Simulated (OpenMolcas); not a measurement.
**doublet BH3O+, step by step**

Wanted: the energy (ROHF/STO-3G), then the energy (CASSCF(3,3)/STO-3G), then the energy (CASPT2(3,3)/STO-3G), then the energy (SC-NEVPT2(3,3)/STO-3G), then the energy (MRCI(3,3)/STO-3G) of doublet BH3O+. 

Program for the calculation: OpenMolcas 26.06.

1 further run of the same task is left out (set aside as unsound or not needed).

### Step 1. The system as given

BH3O+: 5 atoms, total charge +1, spin state doublet. As SMILES of the parent species, `[H]B([H])O`. The coordinates come from a GFN2-xTB relaxation. That shape belongs to the parent species and isn't relaxed for this state.

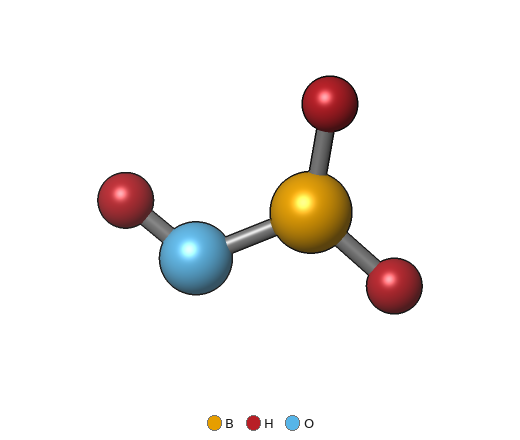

Viewed from a chosen angle; boron amber, hydrogen red, oxygen blue.

### Step 2. The energy at ROHF/STO-3G (run 1)

File step1.input:

```
>>> EXPORT MOLCAS_PRINT=2
&GATEWAY
BASLIB=$CurrDir
COORD
5
angstrom
B        0.270970       0.302480      -0.108500
H        1.403550       0.390040      -0.395610
H       -0.432910       1.251360      -0.080700
O       -0.159420      -0.918700       0.174490
H       -1.082200      -1.025180       0.410320
BASIS=STO-3G
GROUP=NoSym
&SEWARD
&SCF
UHF
CHARGE=1
SPIN=2
SCRAMBLE=0.25
PRORBITALS=1 1
&RASSCF
FILEORB=$Project.UnaOrb
SPIN=2
NACTEL=1 0 0
INACTIVE=7
RAS2=1
OUTORBITALS=Canonical
ORBLISTING=Nothing
```

The basis set STO-3G is read from a file made from the Basis Set Exchange's data (not shown).

Launch:

```sh
export MOLCAS_MEM=1860
pymolcas step1.input > step1.log
```

The log of the run:

```text
--- Start Module: gateway ---
[...]
--- Stop Module: gateway /rc=_RC_ALL_IS_WELL_ ---
[...]
      Basis functions           13
[...]
--- Start Module: scf ---
[...]
       Convergence after  26 Iterations
[...]
::    Total SCF energy                                -99.6359694236
[...]
      Total spin, S                                     0.5057502748
[...]
--- Stop Module: scf /rc=_RC_ALL_IS_WELL_ ---
--- Start Module: rasscf ---
[...]
      Number of active orbitals                  1
[...]
      Spin quantum number                      0.5
[...]
      Active orbitals                            1
[...]
      Number of CSFs                             1
[...]
      Number of root(s) required                 1
[...]
      Convergence after 12 iterations
[...]
      printout of CI-coefficients larger than  0.05 for root  1
      energy=     -99.633012
      conf/sym  1     Coeff  Weight
             1  u   1.00000 1.00000
      Natural orbitals and occupation numbers for root  1
      sym 1:   1.000000
      ************************************************************************************************************************
      *                                                    Final results                                                     *
[...]
::    RASSCF root number  1 Total energy:    -99.63301191
[...]
      Total electronic charge=   15.000000
      Total            charge=    1.000000
[...]
      Dipole Moment (debye):
      Origin of the operator (angstrom)=    0.0107   -0.3578    0.0510
                   X= -1.9688E+00               Y= -3.4363E-01               Z=  5.1627E-01           Total=  2.0642E+00
      Center of Charge (angstrom)
[...]
--- Stop Module: rasscf /rc=_RC_ALL_IS_WELL_ ---
[...]
```

It took 2.8 s on 1 thread of Arm Neoverse V1, shared host; peak memory 0.37 GiB.

### Step 3. The energy at CASSCF(3,3)/STO-3G (run 2)

File step2.input:

```
* BH3O CASSCF
>>> EXPORT MOLCAS_PRINT=2

&GATEWAY
  BasLib = $CurrDir
  Coord
  5
  angstrom
  B        0.270970       0.302480      -0.108500
  H        1.403550       0.390040      -0.395610
  H       -0.432910       1.251360      -0.080700
  O       -0.159420      -0.918700       0.174490
  H       -1.082200      -1.025180       0.410320
  Basis = STO-3G
  Group = NoSym

&SEWARD

&RASSCF
  FileOrb = $CurrDir/step1.RasOrb
  Spin = 2
  Nactel = 3 0 0
  Inactive = 6
  Ras2 = 3
  OrbListing = Nothing
  OrbAppear = Compact
```

The basis set STO-3G is read from a file made from the Basis Set Exchange's data (not shown).

Launch:

```sh
export MOLCAS_MEM=1860
pymolcas step2.input > step2.log
```

The log of the run:

```text
--- Start Module: gateway ---
[...]
--- Stop Module: gateway /rc=_RC_ALL_IS_WELL_ ---
--- Start Module: seward ---
[...]
      Basis functions           13
--- Stop Module: seward /rc=_RC_ALL_IS_WELL_ ---
--- Start Module: rasscf ---
[...]
      Number of active orbitals                  3
[...]
      Spin quantum number                      0.5
[...]
      Active orbitals                            3
[...]
      Number of CSFs                             8
[...]
      Number of root(s) required                 1
[...]
      Convergence after 32 iterations
[...]
      printout of CI-coefficients larger than  0.05 for root  1
      energy=     -99.647236
      conf/sym  111     Coeff  Weight
             1  2u0   0.99551 0.99104
             8  0u2   0.08669 0.00752
      Natural orbitals and occupation numbers for root  1
      sym 1:   1.982997   1.000084   0.016919
      ************************************************************************************************************************
      *                                                    Final results                                                     *
[...]
::    RASSCF root number  1 Total energy:    -99.64723614
[...]
      Total electronic charge=   15.000000
      Total            charge=    1.000000
[...]
      Dipole Moment (debye):
      Origin of the operator (angstrom)=    0.0107   -0.3578    0.0510
                   X= -1.9843E+00               Y= -3.4821E-01               Z=  5.2175E-01           Total=  2.0811E+00
      Center of Charge (angstrom)
[...]
--- Stop Module: rasscf /rc=_RC_ALL_IS_WELL_ ---
[...]
```

Wall time 2.3 s (1 thread of Arm Neoverse V1, shared host); peak memory 0.37 GiB.

### Step 4. A single-point energy at CASPT2(3,3)/STO-3G (run 3)

File step3.inp:

```
&GATEWAY
  BasLib
  $CurrDir
  Coord
  5
  angstrom
  B        0.270970       0.302480      -0.108500
  H        1.403550       0.390040      -0.395610
  H       -0.432910       1.251360      -0.080700
  O       -0.159420      -0.918700       0.174490
  H       -1.082200      -1.025180       0.410320
  Basis
  STO-3G
  Group
  NoSym

&SEWARD

&RASSCF
  FileOrb
  $CurrDir/step2.RasOrb
  Spin
  2
  Nactel
  3 0 0
  Inactive
  6
  Ras2
  3
  OrbListing
  Nothing
  OrbAppear
  Compact

&CASPT2
  Imaginary
  0.1
  Frozen
  2
```

The basis set STO-3G is read from a file made from the Basis Set Exchange's data (not shown).

Launch:

```sh
export MOLCAS_MEM=1860
pymolcas step3.inp > step3.log
```

The log of the run:

```text
--- Start Module: gateway ---
[...]
--- Stop Module: gateway /rc=_RC_ALL_IS_WELL_ ---
[...]
      Basis functions           13
[...]
--- Start Module: rasscf ---
[...]
      Number of active orbitals                  3
[...]
      Spin quantum number                      0.5
[...]
      Active orbitals                            3
[...]
      Number of CSFs                             8
[...]
      Number of root(s) required                 1
[...]
      Convergence after  4 iterations
[...]
      printout of CI-coefficients larger than  0.05 for root  1
      energy=     -99.647236
      conf/sym  111     Coeff  Weight
             1  2u0   0.99551 0.99104
             8  0u2   0.08669 0.00752
      Natural orbitals and occupation numbers for root  1
      sym 1:   1.982997   1.000084   0.016919
      ************************************************************************************************************************
      *                                                    Final results                                                     *
[...]
::    RASSCF root number  1 Total energy:    -99.64723614
[...]
      Total electronic charge=   15.000000
      Total            charge=    1.000000
[...]
      Dipole Moment (debye):
      Origin of the operator (angstrom)=    0.0107   -0.3578    0.0510
                   X= -1.9843E+00               Y= -3.4821E-01               Z=  5.2176E-01           Total=  2.0811E+00
      Center of Charge (angstrom)
[...]
--- Stop Module: rasscf /rc=_RC_ALL_IS_WELL_ ---
--- Start Module: caspt2 ---
[...]
 ###    WARNING: User changed nr of frozen orbitals.                         ###
 ###############################################################################
[...]
      E2 (Variational):          -0.0610279158
      Total energy:             -99.7082640524
[...]
      Reference weight:           0.97373
[...]
::    CASPT2 Root  1     Total energy:    -99.70826405
[...]
--- Stop Module: caspt2 /rc=_RC_ALL_IS_WELL_ ---
[...]
```

It took 1.8 s on 1 thread of Arm Neoverse V1, shared host; peak memory 0.37 GiB.

### Step 5. The energy at SC-NEVPT2(3,3)/STO-3G (run 4)

File step4.input:

```
&GATEWAY
  BasLib
  $CurrDir
  Coord
  5
  angstrom
  B        0.270970       0.302480      -0.108500
  H        1.403550       0.390040      -0.395610
  H       -0.432910       1.251360      -0.080700
  O       -0.159420      -0.918700       0.174490
  H       -1.082200      -1.025180       0.410320
  Basis
  STO-3G
  Group
  NoSym

&SEWARD

&RASSCF
  FileOrb
  $CurrDir/step2.RasOrb
  Spin
  2
  Nactel
  3 0 0
  Inactive
  6
  Ras2
  3
  OrbListing
  Nothing
  OrbAppear
  Compact

&CASPT2
  SC-NEVPT2
  Frozen
  2
```

The basis set STO-3G is read from a file made from the Basis Set Exchange's data (not shown).

Launch:

```sh
export MOLCAS_MEM=1860
pymolcas step4.input > step4.log
```

The log of the run:

```text
--- Start Module: gateway ---
[...]
--- Stop Module: gateway /rc=_RC_ALL_IS_WELL_ ---
[...]
      Basis functions           13
[...]
--- Start Module: rasscf ---
[...]
      Number of active orbitals                  3
[...]
      Spin quantum number                      0.5
[...]
      Active orbitals                            3
[...]
      Number of CSFs                             8
[...]
      Number of root(s) required                 1
[...]
      Convergence after  4 iterations
[...]
      printout of CI-coefficients larger than  0.05 for root  1
      energy=     -99.647236
      conf/sym  111     Coeff  Weight
             1  2u0   0.99551 0.99104
             8  0u2   0.08669 0.00752
      Natural orbitals and occupation numbers for root  1
      sym 1:   1.982997   1.000084   0.016919
      ************************************************************************************************************************
      *                                                    Final results                                                     *
[...]
::    RASSCF root number  1 Total energy:    -99.64723614
[...]
      Total electronic charge=   15.000000
      Total            charge=    1.000000
[...]
      Dipole Moment (debye):
      Origin of the operator (angstrom)=    0.0107   -0.3578    0.0510
                   X= -1.9843E+00               Y= -3.4821E-01               Z=  5.2176E-01           Total=  2.0811E+00
      Center of Charge (angstrom)
[...]
--- Stop Module: rasscf /rc=_RC_ALL_IS_WELL_ ---
--- Start Module: caspt2 ---
[...]
 ###    WARNING: User changed nr of frozen orbitals.                         ###
 ###############################################################################
[...]
      E2 (Variational):          -0.0596447662
[...]
      E2 (Variational):          -0.0591504137
      Total energy:             -99.7063865502
[...]
      Reference weight:           0.97559
[...]
::    SC-NEVPT2 Root  1     Total energy:    -99.70638655
[...]
--- Stop Module: caspt2 /rc=_RC_ALL_IS_WELL_ ---
[...]
```

Run time: 1.8 s. Hardware: 1 thread of Arm Neoverse V1, shared host; peak memory 0.37 GiB.

### Step 6. A single-point energy at MRCI(3,3)/STO-3G (run 5)

File step5.inp:

```
* BH3O MRCI

&GATEWAY
 BasLib
 $CurrDir
 Coord
 5
 angstrom
 B        0.270970       0.302480      -0.108500
 H        1.403550       0.390040      -0.395610
 H       -0.432910       1.251360      -0.080700
 O       -0.159420      -0.918700       0.174490
 H       -1.082200      -1.025180       0.410320
 Basis
 STO-3G
 Group
 NoSym

&SEWARD

&RASSCF
 FileOrb
 $CurrDir/step2.RasOrb
 Spin
 2
 Nactel
 3 0 0
 Inactive
 6
 Ras2
 3
 OrbListing
 Nothing
 OrbAppear
 Compact

&MOTRA
 LumOrb
 Frozen
 2

&GUGA
 Electrons
 11
 Spin
 2
 Inactive
 4
 Active
 3
 CIAll
 1

&MRCI
 SDCI
```

The basis set STO-3G is read from a file made from the Basis Set Exchange's data (not shown).

Launch:

```sh
export MOLCAS_MEM=1860
pymolcas step5.inp > step5.log
```

The log of the run:

```text
--- Start Module: gateway ---
[...]
--- Stop Module: gateway /rc=_RC_ALL_IS_WELL_ ---
[...]
      Basis functions           13
[...]
      Number of active orbitals                  3
[...]
      Spin quantum number                      0.5
[...]
      Active orbitals                            3
[...]
      Number of CSFs                             8
[...]
      Number of root(s) required                 1
[...]
      Convergence after  4 iterations
[...]
      printout of CI-coefficients larger than  0.05 for root  1
      energy=     -99.647236
      conf/sym  111     Coeff  Weight
             1  2u0   0.99551 0.99104
             8  0u2   0.08669 0.00752
      Natural orbitals and occupation numbers for root  1
      sym 1:   1.982997   1.000084   0.016919
      ************************************************************************************************************************
      *                                                    Final results                                                     *
[...]
::    RASSCF root number  1 Total energy:    -99.64723614
[...]
      Dipole Moment (debye):
      Origin of the operator (angstrom)=    0.0107   -0.3578    0.0510
                   X= -1.9843E+00               Y= -3.4821E-01               Z=  5.2176E-01           Total=  2.0811E+00
      Center of Charge (angstrom)
[...]
      *** WARNING: Default frozen orbitals is overwritten by user input.
      *** Default values:   2
[...]
--- Start Module: guga ---
[...]
--- Stop Module: guga /rc=_RC_ALL_IS_WELL_ ---
--- Start Module: mrci ---
[...]
       (But an ACPF correction will be computed)
       USE THE DEFAULT ACPF G-VALUE GFAC=  0.18181818181818182
[...]
                      CI ENERGY:   -99.73573156
[...]
                ACPF CORRECTION:    -0.00878882
[...]
      Total electronic charge=   15.000000
      Total            charge=    1.000000
[...]
     ACPF CORRECTION:     -0.00878882
[...]
  CI State   1     Total energy:    -99.73573156     QDav:     -0.01098432     QACPF:     -0.00878882
[...]
--- Stop Module: mrci /rc=_RC_ALL_IS_WELL_ ---
[...]
```

Run time: 2 s. Hardware: 1 thread of Arm Neoverse V1, shared host; peak memory 0.37 GiB.

### Step 7. What came out

| quantity | value |
| --- | --- |
| run 1, ROHF/STO-3G: total energy | -99.63301 Eh |
| run 2, CASSCF(3,3)/STO-3G | no result (a known fault or a wrong state: its values are left out) |
| run 3, CASPT2(3,3)/STO-3G | no result (a known fault or a wrong state: its values are left out) |
| run 4, SC-NEVPT2(3,3)/STO-3G | no result (a known fault or a wrong state: its values are left out) |
| run 5, MRCI(3,3)/STO-3G | no result (a known fault or a wrong state: its values are left out) |

Mulliken charges (run 1, ROHF/STO-3G) run from -0.03 on O4 to +0.45 on H5. 4 of the 5 runs ended normally but are set aside, since settings or state are in doubt.
